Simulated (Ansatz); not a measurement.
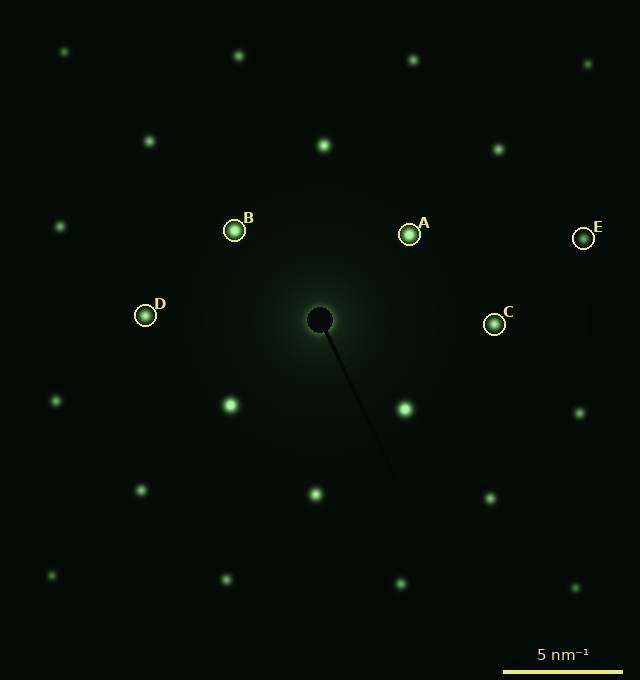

The pattern is a kinematic simulation for 80 kV electrons (no multiple scattering; isotropic B = 0.8 Å²). The zone axis points towards the electron source and the pattern is seen from the source side.

The sample is Ir, space group Fm-3m (No. 225), a = 3.84 Å. Structure: the input geometry of an electronic-structure calculation (not necessarily at equilibrium).

Spot A is indexed -2 0 0 and spot B 0 -2 0.

> Give hkl for C, D, E.

C = A − B = -2 2 0 (d = 1.358 Å). D = −A + B = 2 -2 0 (d = 1.358 Å). E = 2A − B = -4 2 0 (d = 0.859 Å).

> Give [uvw].

The cross product of A and B is parallel to [001]; every spot obeys hu + kv + lw = 0.
